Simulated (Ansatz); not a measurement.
**Fields on a plane of Au (fcc, Cu type)**

```
Au
1.0
    0.00000     2.07859     2.07859
    2.07859     0.00000     2.07859
    2.07859     2.07859     0.00000
Au
1
Direct
  0.00000   0.00000   0.00000
```

The slice is a {110} plane (indices of the conventional cell) through the point (0.000, 0.000, 0.000) (fractional), spanned by u = [100] and v = [1 -1 -1] in vectors of this cell: u (2.94 Å) and v (4.16 Å, at 90° to u). It covers one period; positions are fractions (u, v).

Atoms on it: Au at (0.00, 0.00).

Computed with PBE (plane waves to 420 eV, PAW, scalar-relativistic; Ansatz, a program for electronic structure). k mesh 19×19×19. Near the nuclei the fields are pseudised (PAW); where an atom keeps semicore shells as valence, they peak there. Au was relaxed with its symmetry unable to fall. Spin-orbit coupling is left out, though Au is heavy.

```
|xxxxxxxxxxxx  --++++--  xxxxxxxxxx|
|xxxxxxxxxxxx  ==****==  xxxxxxxxxx|
|xxxxxxxxxx  ..++####++..  xxxxxxxx|
|xxxxxxxxxx  ==**####**==  xxxxxxxx|
|xxxxxx    --**##%%%%##**--    xxxx|
|      ..==**##%%%%%%%%##**==..    |
|----==++**####%%%%%%%%####**++==--|
|##########%%%%%%####%%%%%%########|
|%%%%%%%%%%%%############%%%%%%%%%%|
|@@@@@@%%%%%%##********##%%%%%%@@@@|
|@@@@@@@@%%####********####%%@@@@@@|
|@@@@@@@@%%##****++++****##%%@@@@@@|
|@@@@@@@@%%####********####%%@@@@@@|
|@@@@@@%%%%%%##********##%%%%%%@@@@|
|%%%%%%%%%%%%############%%%%%%%%%%|
|##########%%%%%%####%%%%%%########|
|----==++**####%%%%%%%%####**++==--|
|      ..==**##%%%%%%%%##**==..    |
|xxxxxx    --**##%%%%##**--    xxxx|
|xxxxxxxxxx  ==**####**==  xxxxxxxx|
|xxxxxxxxxx  ..++####++..  xxxxxxxx|
|xxxxxxxxxxxx  ==****==  xxxxxxxxxx|
|xxxxxxxxxxxx  --++++--  xxxxxxxxxx|
|xxxxxxxxxxxx  --++++--  xxxxxxxxxx|
```
Scale: ten equal steps from 3.00 (start of ' ') to 11.67 (end of '@'), in the order ' .:-=+*#%@'. Values: electrostatic potential energy of an electron, from the cell's mean, in eV. The map has 17 points along u (two characters each, u = 0 at the left) and 24 along v (v = 0 in the bottom row). Points within 1 Å of a nucleus are blanked (x), as the pseudised field means little there. Values under 3 eV are set to 3. The zero, the cell's mean, hangs on the PAW cores.

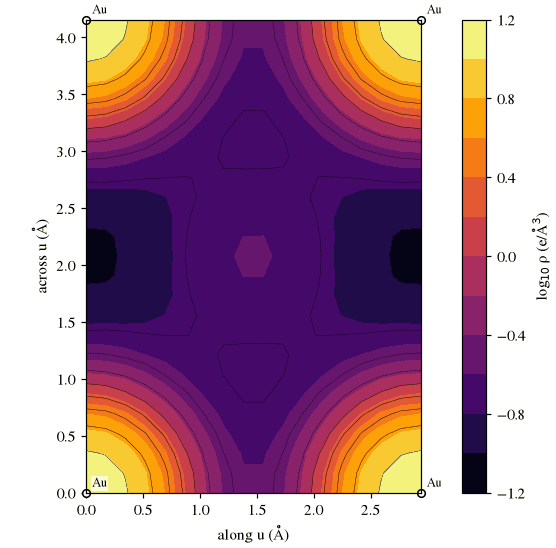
*Log₁₀ of the valence density in e/Å³, one period of the plane, atoms marked. The scale is logarithmic, as a density can span decades between atoms and voids.*

The density on the Au–Au line (2.94 Å) at its midpoint is 0.26 e/Å³ and the ELF at that point is 0.2.
